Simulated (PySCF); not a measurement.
# RuCl6−: ligand-field states, part 1 of 2

Aim: compute the ligand-field states of RuCl6−.

Programs: PySCF 2.14.0, with routines of our own; each step states its level. All values are computed. Atoms count from 0.

## (1) The system as given

7 atoms, charge -1, states of the metal's open shell are computed; geometry from: model geometry, bond lengths from ionic radii.

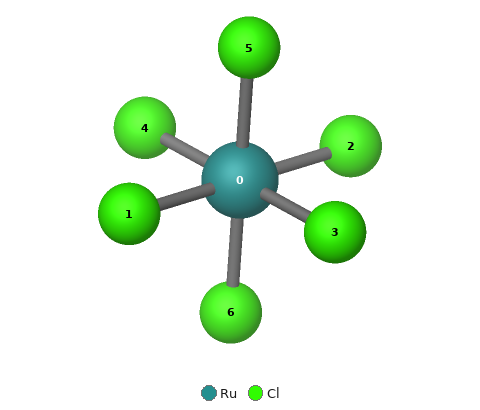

The starting geometry (ruthenium teal, chlorine green); sticks join atoms by distance alone.

## (2) Ligand-field states: state-averaged CASSCF in water

The job: settings as JSON, then the geometry in Å.

```
{"job": {"kind": "lf", "basis": {"metal": "x2c-TZVPall", "ligand": "x2c-SVPall"}, "nevpt": true, "solvent": "water"}, "charge": -1, "metal": "Ru", "open_shell": "d3"}
Ru     0.000000     0.000000     0.000000
Cl     0.000000     0.000000     2.275000
Cl     0.000000     0.000000    -2.275000
Cl     2.275000     0.000000     0.000000
Cl    -2.275000     0.000000     0.000000
Cl     0.000000     2.275000     0.000000
Cl    -0.000000    -2.275000     0.000000
```

With the program's defaults for keys left out, this is: state-averaged CASSCF of the metal d shell, SC-NEVPT2 on the averaged canonical orbitals, state-interaction spin-orbit coupling.

Run with:

```sh
OMP_NUM_THREADS=1 python lf_run.py task.json out
```

This one command runs all jobs of the session in turn.

The program printed:

```text
basis functions 171, electrons 147, active (3e, 5o)
stage 1: DIIS on the effective Fock matrix, level shift 0.30
cycle   1  E = -7289.4161224927  dE = -7.289e+03  max|g| = 1.516e+00
cycle   2  E = -7290.7228801931  dE = -1.307e+00  max|g| = 6.845e-01
cycle   3  E = -7290.0700339238  dE =  6.528e-01  max|g| = 9.649e-01
cycle   4  E = -7291.5036394873  dE = -1.434e+00  max|g| = 3.510e-01
cycle   5  E = -7290.9259542896  dE =  5.777e-01  max|g| = 3.643e-01
cycle   6  E = -7291.2579627736  dE = -3.320e-01  max|g| = 2.644e-01
cycle   7  E = -7290.8854367082  dE =  3.725e-01  max|g| = 4.499e-01
cycle   8  E = -7291.1839552080  dE = -2.985e-01  max|g| = 3.099e-01
cycle   9  E = -7290.9705202048  dE =  2.134e-01  max|g| = 3.874e-01
cycle  10  E = -7291.0733075565  dE = -1.028e-01  max|g| = 3.716e-01
cycle  11  E = -7290.8924256205  dE =  1.809e-01  max|g| = 4.309e-01
cycle  12  E = -7291.0162710306  dE = -1.238e-01  max|g| = 4.090e-01
cycle  13  E = -7290.8545478620  dE =  1.617e-01  max|g| = 6.628e-01
cycle  14  E = -7290.8036821692  dE =  5.087e-02  max|g| = 6.921e-01
cycle  15  E = -7290.9520866184  dE = -1.484e-01  max|g| = 5.588e-01
stage 2: quasi-Newton rotations from the point of smallest gradient
cycle  17  E = -7291.7105112734  dE = -4.525e-01  max|g| = 4.388e-01
cycle  18  E = -7292.2544752626  dE = -5.440e-01  max|g| = 4.063e-01
cycle  20  E = -7292.3363921919  dE = -8.192e-02  max|g| = 4.318e-01
cycle  21  E = -7292.4994380839  dE = -1.630e-01  max|g| = 1.473e-01
cycle  22  E = -7292.5226939945  dE = -2.326e-02  max|g| = 3.136e-02
cycle  23  E = -7292.5242041008  dE = -1.510e-03  max|g| = 8.717e-03
cycle  24  E = -7292.5243322753  dE = -1.282e-04  max|g| = 1.548e-03
cycle  25  E = -7292.5243412120  dE = -8.937e-06  max|g| = 1.065e-03
cycle  26  E = -7292.5243428614  dE = -1.649e-06  max|g| = 2.212e-04
cycle  27  E = -7292.5243430099  dE = -1.485e-07  max|g| = 7.358e-05
cycle  28  E = -7292.5243430238  dE = -1.390e-08  max|g| = 2.767e-05
cycle  29  E = -7292.5243430245  dE = -7.140e-10  max|g| = 6.893e-06
converged average energy = -7292.5243430245

 mult deg   label        CASSCF/cm-1   NEVPT2/cm-1
   4   1   4A2g                0.0           0.0
   2   2   2Eg             11093.4       10354.7
   2   3   2T1g            12156.1       10660.5
   2   3   2T2g            18804.2       16432.3
   4   3   4T2g            30985.5       34738.4
   4   3   4T1g            37273.1       38451.3
   2   3   2T2g            39527.4       41470.9
   2   1   2A1g            39502.5       42345.7
   2   3   2T1g            41162.2       43201.5
   2   2   2Eg             42888.1       44456.7
   2   3   2T1g            44347.5       44505.1
   2   3   2T2g            48150.9       47169.6
   2   1   2A2g            51125.8       48419.8
   2   2   2Eg             59202.1       54620.3
   4   3   4T1g            64388.4       67338.1
   2   3   2T2g            72465.3       72471.2
   2   3   2T1g            71405.4       72770.2
   2   3   2T1g            76034.4       74449.3
   2   3   2T2g            87408.6       79709.1
   2   2   2Eg            107099.3      100407.9

spin-orbit levels / cm-1
      0.00  x4  4A2g 0.99
  10314.37  x4  2Eg 0.95
  10555.95  x4  2T1g 0.95 2Eg 0.03
  10780.49  x2  2T1g 1.00
  16667.27  x4  2T2g 0.96
  16668.02  x2  2T2g 1.00
  34378.63  x2  4T2g 0.99
  34578.88  x4  4T2g 0.98
  34909.74  x4  4T2g 0.96 4T1g 0.03
  35034.59  x2  4T2g 0.99
  38182.50  x2  4T1g 0.96
  38449.53  x4  4T1g 0.96
  38687.13  x2  4T1g 0.98
  38774.07  x4  4T1g 0.96 4T2g 0.03
  41349.76  x2  2T2g 0.97
  41503.55  x4  2T2g 0.93 2T1g 0.03
  42347.10  x2  2A1g 0.71 2T1g 0.23 2T1g 0.05
  42968.65  x2  2T1g 0.72 2A1g 0.25
  43515.09  x4  2T1g 0.96
  44662.85  x4  2Eg 0.80 2T1g 0.14 2T2g 0.04
```

It took 30 s on 1 thread of Arm Neoverse V2, shared host; peak memory 0.49 GiB.

Warnings kept with the result: an active orbital is not mainly the metal shell.

An active orbital is only 56 % metal, under the run's own bar for a metal shell, so levels, ζ, ground spin and magnetism of this run may not be those of the metal's shell and are not read here.

## (3) Ligand-field states: state-averaged CASSCF (axial bond length × 0.9) in water

The job: settings as JSON, then the geometry in Å.

```
{"job": {"kind": "lf", "basis": {"metal": "x2c-TZVPall", "ligand": "x2c-SVPall"}, "nevpt": true, "solvent": "water", "reuse": true}, "charge": -1, "metal": "Ru", "open_shell": "d3"}
Ru     0.000000     0.000000     0.000000
Cl     0.000000     0.000000     2.047500
Cl     0.000000     0.000000    -2.047500
Cl     2.275000     0.000000     0.000000
Cl    -2.275000     0.000000     0.000000
Cl     0.000000     2.275000     0.000000
Cl    -0.000000    -2.275000     0.000000
```

Level: state-averaged CASSCF of the metal d shell, SC-NEVPT2 on the averaged canonical orbitals, state-interaction spin-orbit coupling.

The program printed:

```text
basis functions 171, electrons 147, active (3e, 5o)
start from the orbitals of the previous structure
stage 1: DIIS on the effective Fock matrix, level shift 0.30
cycle   1  E = -7287.9610991838  dE = -7.288e+03  max|g| = 7.260e+00
cycle   2  E = -7290.8745747178  dE = -2.913e+00  max|g| = 6.248e-01
cycle   3  E = -7291.3228309063  dE = -4.483e-01  max|g| = 8.719e-01
cycle   4  E = -7292.4090882138  dE = -1.086e+00  max|g| = 2.399e-01
cycle   5  E = -7292.4423569155  dE = -3.327e-02  max|g| = 1.212e-01
cycle   6  E = -7292.4500261095  dE = -7.669e-03  max|g| = 7.070e-02
cycle   7  E = -7292.4526128803  dE = -2.587e-03  max|g| = 1.269e-02
cycle   8  E = -7292.4525485863  dE =  6.429e-05  max|g| = 2.400e-02
cycle   9  E = -7292.4529130235  dE = -3.644e-04  max|g| = 1.668e-02
cycle  10  E = -7292.4531522091  dE = -2.392e-04  max|g| = 7.809e-03
cycle  11  E = -7292.4531948673  dE = -4.266e-05  max|g| = 3.121e-03
cycle  12  E = -7292.4532018463  dE = -6.979e-06  max|g| = 2.154e-03
cycle  13  E = -7292.4532051164  dE = -3.270e-06  max|g| = 9.411e-04
cycle  14  E = -7292.4532055103  dE = -3.939e-07  max|g| = 9.358e-04
cycle  15  E = -7292.4532056878  dE = -1.775e-07  max|g| = 7.485e-04
cycle  16  E = -7292.4532058109  dE = -1.231e-07  max|g| = 5.402e-04
cycle  17  E = -7292.4532058585  dE = -4.758e-08  max|g| = 4.255e-04
cycle  18  E = -7292.4532058577  dE =  7.849e-10  max|g| = 4.546e-04
cycle  19  E = -7292.4532059432  dE = -8.554e-08  max|g| = 4.149e-04
cycle  20  E = -7292.4532058596  dE =  8.363e-08  max|g| = 3.960e-04
cycle  21  E = -7292.4532057629  dE =  9.664e-08  max|g| = 3.832e-04
cycle  22  E = -7292.4532055335  dE =  2.294e-07  max|g| = 6.069e-04
cycle  23  E = -7292.4532054416  dE =  9.195e-08  max|g| = 6.253e-04
cycle  24  E = -7292.4532049831  dE =  4.585e-07  max|g| = 7.547e-04
cycle  25  E = -7292.4532042354  dE =  7.477e-07  max|g| = 9.298e-04
cycle  26  E = -7292.4532023534  dE =  1.882e-06  max|g| = 1.265e-03
stage 2: quasi-Newton rotations from the point of smallest gradient
cycle  28  E = -7292.4532062597  dE = -4.968e-07  max|g| = 2.725e-04
cycle  29  E = -7292.4532063629  dE = -1.032e-07  max|g| = 3.919e-04
cycle  30  E = -7292.4532064886  dE = -1.256e-07  max|g| = 1.185e-04
cycle  31  E = -7292.4532065029  dE = -1.434e-08  max|g| = 2.436e-05
cycle  32  E = -7292.4532065039  dE = -9.568e-10  max|g| = 6.054e-06
converged average energy = -7292.4532065039

 mult deg   label        CASSCF/cm-1   NEVPT2/cm-1
   4   1   4B1g                0.0           0.0
   2   2   2Eg             11287.5        7799.5
   2   1   2A1g            10348.8        9158.0
   2   1   2B1g            10276.5        9309.2
   2   1   2A2g            10705.1        9361.7
   2   1   2B2g            17051.7       14322.0
   2   2   2Eg             20202.0       17366.5
   4   2   4Eg             32156.2       32727.3
   4   1   4B2g            31053.7       34047.6
   2   2   2Eg             39088.8       38540.6
   2   1   2B2g            39057.2       40034.6
   4   2   4Eg             40430.9       40046.0
   2   2   2Eg             42439.6       41107.1
   2   1   2A1g            40252.9       41577.0
   2   1   2A2g            40839.0       41823.5
   2   1   2B1g            43711.3       42066.5
   2   1   2A1g            47823.8       44809.7
   2   2   2Eg             47647.1       46229.9
   4   1   4A2g            48440.9       46570.6
   2   1   2B1g            53994.5       47378.4
   2   2   2Eg             51180.3       48674.1
   2   1   2A2g            54930.8       51832.3
   2   1   2B2g            58411.5       54057.5
   2   1   2B1g            60113.0       54537.6
   2   1   2A1g            67216.6       59864.0
   4   1   4A2g            69392.4       69280.4
   2   2   2Eg             71994.3       70887.0
   4   2   4Eg             71074.1       71765.8
   2   1   2B2g            79003.9       73840.8
   2   1   2A2g            76620.2       75118.6
   2   2   2Eg             78132.8       77132.2
   2   1   2A2g            81926.4       77491.5
   2   2   2Eg             82855.8       79054.9
   2   1   2B2g            89946.9       83472.8
   2   2   2Eg            100177.0       90433.1
   2   1   2A1g           111767.2      106148.0
   2   1   2B1g           119444.9      112867.1

spin-orbit levels / cm-1
      0.00  x2  4B1g 0.99
      5.85  x2  4B1g 0.99
   7410.53  x2  2Eg 0.95
   8140.06  x2  2Eg 0.98
   9198.23  x2  2A1g 0.93 2A2g 0.05
   9289.47  x2  2B1g 0.97
   9448.20  x2  2A2g 0.91 2A1g 0.04 2Eg 0.04
  14540.00  x2  2B2g 0.96
  17205.28  x2  2Eg 0.98
  17868.47  x2  2Eg 0.98
  32346.16  x2  4Eg 0.99
  32565.04  x2  4Eg 0.93 4B2g 0.06
  32760.31  x2  4Eg 0.85 4B2g 0.14
  33156.25  x2  4Eg 0.97
  34203.89  x2  4B2g 0.93 4Eg 0.06
  34333.50  x2  4B2g 0.82 4Eg 0.17
  38168.55  x2  2Eg 0.97
  38966.74  x2  2Eg 0.88 2B2g 0.08
  39619.82  x2  4Eg 0.97
  39870.14  x2  4Eg 0.67 2B2g 0.16 2Eg 0.09
  39998.87  x2  2B2g 0.58 4Eg 0.30 2Eg 0.04
  40183.51  x2  4Eg 0.93 2Eg 0.05
  40561.03  x2  4Eg 0.96
  41320.40  x2  2Eg 0.84 2B2g 0.12
  41388.67  x2  2Eg 0.88 4Eg 0.05 2A1g 0.04
  41787.61  x2  2A1g 0.90 2Eg 0.05
  42005.08  x2  2A2g 0.95
  42337.58  x2  2B1g 0.94 2B2g 0.04
  44850.09  x2  2A1g 0.90 2Eg 0.06
  46177.49  x2  2Eg 0.82 4A2g 0.13 2Eg 0.04
```

Run time: 27 s. Hardware: 1 thread of Arm Neoverse V2, shared host; peak memory 0.54 GiB.

Warnings kept with the result: an active orbital is not mainly the metal shell.

An active orbital is only 56 % metal, under the run's own bar for a metal shell, so levels, ζ, ground spin and magnetism of this run may not be those of the metal's shell and are not read here.

## (4) Ligand-field states: state-averaged CASSCF (axial bond length × 0.95) in water

The job, as its differences from that of step 3:

```diff
@@ -2,4 +2,4 @@
 Ru     0.000000     0.000000     0.000000
-Cl     0.000000     0.000000     2.047500
-Cl     0.000000     0.000000    -2.047500
+Cl     0.000000     0.000000     2.161200
+Cl     0.000000     0.000000    -2.161200
 Cl     2.275000     0.000000     0.000000
```

Level: state-averaged CASSCF of the metal d shell, SC-NEVPT2 on the averaged canonical orbitals, state-interaction spin-orbit coupling.

The program printed:

```text
basis functions 171, electrons 147, active (3e, 5o)
start from the orbitals of the previous structure
stage 1: DIIS on the effective Fock matrix, level shift 0.30
cycle   1  E = -7290.7120609492  dE = -7.291e+03  max|g| = 5.773e+00
cycle   2  E = -7291.8989036654  dE = -1.187e+00  max|g| = 3.820e-01
cycle   3  E = -7291.4177785871  dE =  4.811e-01  max|g| = 1.259e-01
cycle   4  E = -7291.4803546103  dE = -6.258e-02  max|g| = 2.362e-01
cycle   5  E = -7291.4113714328  dE =  6.898e-02  max|g| = 3.360e-01
cycle   6  E = -7291.5455370278  dE = -1.342e-01  max|g| = 4.765e-01
cycle   7  E = -7291.5004869597  dE =  4.505e-02  max|g| = 5.484e-01
cycle   8  E = -7291.9433870744  dE = -4.429e-01  max|g| = 3.835e-01
cycle   9  E = -7291.9797219543  dE = -3.633e-02  max|g| = 2.456e-01
cycle  10  E = -7292.0548056479  dE = -7.508e-02  max|g| = 3.074e-01
cycle  11  E = -7292.0002581859  dE =  5.455e-02  max|g| = 2.332e-01
cycle  12  E = -7292.3544849360  dE = -3.542e-01  max|g| = 3.811e-01
cycle  13  E = -7292.4565022563  dE = -1.020e-01  max|g| = 2.834e-01
cycle  14  E = -7292.4829177604  dE = -2.642e-02  max|g| = 1.295e-01
cycle  15  E = -7292.4916627092  dE = -8.745e-03  max|g| = 1.109e-01
stage 2: quasi-Newton rotations from the point of smallest gradient
cycle  17  E = -7292.4958107891  dE = -4.148e-03  max|g| = 5.529e-02
cycle  18  E = -7292.4989289562  dE = -3.118e-03  max|g| = 2.735e-02
cycle  19  E = -7292.4997990942  dE = -8.701e-04  max|g| = 3.473e-03
cycle  20  E = -7292.4998408044  dE = -4.171e-05  max|g| = 2.212e-03
cycle  21  E = -7292.4998589242  dE = -1.812e-05  max|g| = 6.307e-04
cycle  22  E = -7292.4998597037  dE = -7.795e-07  max|g| = 2.539e-04
cycle  23  E = -7292.4998598564  dE = -1.527e-07  max|g| = 7.914e-05
cycle  24  E = -7292.4998598696  dE = -1.316e-08  max|g| = 3.263e-05
cycle  25  E = -7292.4998598726  dE = -2.975e-09  max|g| = 1.287e-05
cycle  26  E = -7292.4998598728  dE = -2.156e-10  max|g| = 3.261e-06
converged average energy = -7292.4998598728

 mult deg   label        CASSCF/cm-1   NEVPT2/cm-1
   4   1   4B1g                0.0           0.0
   2   1   2A1g            10823.4        9896.6
   2   1   2B1g            10778.5        9962.4
   2   2   2Eg             12127.4       10033.4
   2   1   2A2g            11451.4       10145.9
   2   1   2B2g            18022.9       15567.4
   2   2   2Eg             18996.7       16298.1
   4   1   4B2g            31061.6       34444.8
   4   2   4Eg             32885.3       35162.9
   4   2   4Eg             38157.0       38723.4
   2   1   2B2g            39420.4       40902.0
   2   2   2Eg             40643.1       41289.4
   4   1   4A2g            42556.5       42328.8
   2   1   2A1g            40379.2       42409.1
   2   1   2A2g            41245.1       42835.9
   2   2   2Eg             43418.8       44014.0
   2   1   2B1g            44025.5       44379.0
   2   2   2Eg             45181.6       44692.8
   2   1   2A1g            45221.8       45206.7
   2   2   2Eg             48986.9       47513.5
   2   1   2A2g            49311.9       47962.9
   2   1   2B1g            53354.5       49533.2
   2   1   2B2g            53049.0       50557.9
   2   1   2B1g            58760.7       53207.1
   2   1   2A1g            62990.0       57284.8
   4   1   4A2g            67319.0       69143.2
   4   2   4Eg             67888.8       69867.0
   2   2   2Eg             73251.3       72833.0
   2   1   2A2g            74453.3       74769.5
   2   2   2Eg             75186.9       75292.1
   2   1   2B2g            77497.5       76116.2
   2   1   2A2g            79436.6       76812.6
   2   2   2Eg             79480.4       77002.1
   2   1   2B2g            87884.9       80207.9
   2   2   2Eg             93191.7       84797.0
   2   1   2A1g           110001.6      104035.7
   2   1   2B1g           113324.9      107094.8

spin-orbit levels / cm-1
      0.00  x2  4B1g 0.99
      4.28  x2  4B1g 0.99
   9698.44  x2  2Eg 0.51 2A1g 0.33 2A2g 0.14
   9926.55  x2  2B1g 0.98
   9960.15  x2  2A1g 0.64 2A2g 0.18 2Eg 0.18
  10105.02  x2  2Eg 0.97
  10268.25  x2  2A2g 0.67 2Eg 0.30
  15799.54  x2  2B2g 0.93
  16381.86  x2  2Eg 0.96 2B2g 0.03
  16670.02  x2  2Eg 0.97
  34253.20  x2  4B2g 0.83 4Eg 0.16
  34361.00  x2  4B2g 0.84 4Eg 0.15
  34977.40  x2  4Eg 0.97
  35299.66  x2  4Eg 0.98
  35302.83  x2  4Eg 0.84 4B2g 0.15
  35475.26  x2  4Eg 0.82 4B2g 0.15
  38634.30  x2  4Eg 0.96
  38710.99  x2  4Eg 0.97
  38811.66  x2  4Eg 0.96
  39035.18  x2  4Eg 0.96
  40832.29  x2  2B2g 0.89 2Eg 0.07
  40940.77  x2  2Eg 0.92 2A1g 0.03
  41669.24  x2  2Eg 0.84 4A2g 0.07 2B2g 0.06
  42264.91  x2  4A2g 0.63 2A1g 0.31
  42448.58  x2  4A2g 0.90 2Eg 0.07
  42801.57  x2  2A1g 0.61 4A2g 0.33 2Eg 0.03
  43009.12  x2  2A2g 0.94
  43987.16  x2  2Eg 0.90 2A1g 0.04 2Eg 0.03
  44219.15  x2  2Eg 0.96
  44531.24  x2  2B1g 0.62 2Eg 0.33
```

Run time: 23 s. Hardware: 1 thread of Arm Neoverse V2, shared host; peak memory 0.53 GiB.

Warnings kept with the result: an active orbital is not mainly the metal shell.

An active orbital is only 56 % metal, under the run's own bar for a metal shell, so levels, ζ, ground spin and magnetism of this run may not be those of the metal's shell and are not read here.

## (5) Ligand-field states: state-averaged CASSCF (axial bond length × 1.05) in water

The job, as its differences from that of step 4:

```diff
@@ -2,4 +2,4 @@
 Ru     0.000000     0.000000     0.000000
-Cl     0.000000     0.000000     2.161200
-Cl     0.000000     0.000000    -2.161200
+Cl     0.000000     0.000000     2.388700
+Cl     0.000000     0.000000    -2.388700
 Cl     2.275000     0.000000     0.000000
```

Method: state-averaged CASSCF of the metal d shell, SC-NEVPT2 on the averaged canonical orbitals, state-interaction spin-orbit coupling.

The program printed:

```text
basis functions 171, electrons 147, active (3e, 5o)
start from the orbitals of the previous structure
stage 1: DIIS on the effective Fock matrix, level shift 0.30
cycle   1  E = -7289.8378320422  dE = -7.290e+03  max|g| = 6.727e+00
cycle   2  E = -7291.8897122307  dE = -2.052e+00  max|g| = 4.193e-01
cycle   3  E = -7292.3312369441  dE = -4.415e-01  max|g| = 5.321e-01
cycle   4  E = -7292.0175005216  dE =  3.137e-01  max|g| = 2.716e-01
cycle   5  E = -7292.2394752594  dE = -2.220e-01  max|g| = 4.439e-01
cycle   6  E = -7292.5016876745  dE = -2.622e-01  max|g| = 1.679e-01
cycle   7  E = -7292.5215609157  dE = -1.987e-02  max|g| = 1.245e-01
cycle   8  E = -7292.5259560812  dE = -4.395e-03  max|g| = 1.008e-01
cycle   9  E = -7292.5288162464  dE = -2.860e-03  max|g| = 9.723e-02
cycle  10  E = -7292.5312818436  dE = -2.466e-03  max|g| = 7.393e-02
cycle  11  E = -7292.5321122213  dE = -8.304e-04  max|g| = 6.298e-02
cycle  12  E = -7292.5327677203  dE = -6.555e-04  max|g| = 5.442e-02
cycle  13  E = -7292.5334213764  dE = -6.537e-04  max|g| = 4.473e-02
cycle  14  E = -7292.5339268501  dE = -5.055e-04  max|g| = 3.448e-02
cycle  15  E = -7292.5340842549  dE = -1.574e-04  max|g| = 2.912e-02
stage 2: quasi-Newton rotations from the point of smallest gradient
cycle  18  E = -7292.5343026419  dE = -2.184e-04  max|g| = 1.515e-02
cycle  19  E = -7292.5345366297  dE = -2.340e-04  max|g| = 3.133e-03
cycle  20  E = -7292.5345699274  dE = -3.330e-05  max|g| = 1.346e-03
cycle  21  E = -7292.5345760286  dE = -6.101e-06  max|g| = 5.327e-04
cycle  22  E = -7292.5345767672  dE = -7.386e-07  max|g| = 1.791e-04
cycle  23  E = -7292.5345768643  dE = -9.712e-08  max|g| = 5.885e-05
cycle  24  E = -7292.5345768709  dE = -6.549e-09  max|g| = 1.696e-05
cycle  25  E = -7292.5345768725  dE = -1.574e-09  max|g| = 9.574e-06
converged average energy = -7292.5345768725

 mult deg   label        CASSCF/cm-1   NEVPT2/cm-1
   4   1   4B1g                0.0           0.0
   2   1   2A1g            11181.4       10524.4
   2   1   2B1g            11256.9       10526.8
   2   2   2Eg             12070.9       10744.9
   2   1   2A2g            12779.7       10869.5
   2   2   2Eg             18845.6       16687.9
   2   1   2B2g            19366.9       16827.4
   4   2   4Eg             27913.9       32407.5
   4   1   4B2g            30860.7       34901.0
   4   1   4A2g            32639.5       34937.5
   4   2   4Eg             36937.8       38585.0
   2   2   2Eg             36202.1       38837.5
   2   1   2A1g            36972.4       40433.7
   2   1   2A2g            38792.0       40474.6
   2   2   2Eg             38510.9       41270.6
   2   1   2B2g            39283.6       41606.9
   2   1   2B1g            40608.0       42588.7
   2   1   2A1g            41839.9       43943.4
   2   1   2A2g            41991.5       43953.7
   2   1   2B2g            43933.8       44035.2
   2   2   2Eg             43858.3       44411.9
   2   2   2Eg             47996.5       47385.9
   2   1   2B1g            49777.0       47823.1
   2   1   2A1g            55904.7       51884.4
   2   1   2B1g            59292.4       55308.9
   4   2   4Eg             60853.1       64323.0
   4   1   4A2g            61053.9       64378.6
   2   1   2B2g            66841.9       67023.1
   2   2   2Eg             67597.9       69275.7
   2   1   2A2g            67952.8       69664.8
   2   2   2Eg             69440.4       69978.4
   2   1   2A2g            72218.9       70982.6
   2   2   2Eg             72668.6       71205.1
   2   2   2Eg             83396.4       76495.7
   2   1   2B2g            86634.6       79274.8
   2   1   2B1g           101107.0       93522.0
   2   1   2A1g           103601.3       96044.7

spin-orbit levels / cm-1
      0.00  x2  4B1g 0.99
      3.13  x2  4B1g 0.99
  10462.22  x2  2B1g 0.73 2Eg 0.24
  10482.33  x2  2A1g 0.97
  10600.43  x2  2Eg 0.73 2B1g 0.26
  10789.88  x2  2A2g 0.62 2Eg 0.35
  10915.57  x2  2Eg 0.63 2A2g 0.35
  16853.52  x2  2Eg 0.96
  16974.38  x2  2Eg 0.84 2B2g 0.15
  17065.50  x2  2B2g 0.82 2Eg 0.14
  32059.03  x2  4Eg 0.99
  32273.26  x2  4Eg 0.97
  32475.95  x2  4Eg 0.94 4A2g 0.05
  32791.84  x2  4Eg 0.98
  34842.09  x2  4B2g 0.93
  34916.43  x2  4B2g 0.93 4A2g 0.04
  35074.71  x2  4A2g 0.94
  35144.38  x2  4A2g 0.88 4Eg 0.06 4B2g 0.04
  38283.08  x2  4Eg 0.95
  38512.49  x2  4Eg 0.82 2Eg 0.14
  38629.93  x2  2Eg 0.67 4Eg 0.30
  38869.48  x2  4Eg 0.68 2Eg 0.29
  38925.73  x2  2Eg 0.71 4Eg 0.16 2A2g 0.08
  39016.38  x2  4Eg 0.96
  40466.90  x2  2A2g 0.45 2A1g 0.35 2Eg 0.11
  40830.87  x2  2A1g 0.58 2A2g 0.35 2Eg 0.04
  41398.27  x2  2Eg 0.80 2B2g 0.14
  41469.63  x2  2Eg 0.88 2A2g 0.11
  41603.77  x2  2B2g 0.77 2Eg 0.17 2B1g 0.03
  42841.24  x2  2B1g 0.93 2B2g 0.05
```

Wall time 22 s (1 thread of Arm Neoverse V2, shared host); peak memory 0.54 GiB.

Warnings kept with the result: an active orbital is not mainly the metal shell.

An active orbital is only 55 % metal, under the run's own bar for a metal shell, so levels, ζ, ground spin and magnetism of this run may not be those of the metal's shell and are not read here.

(Continued in part 2 of 2.)
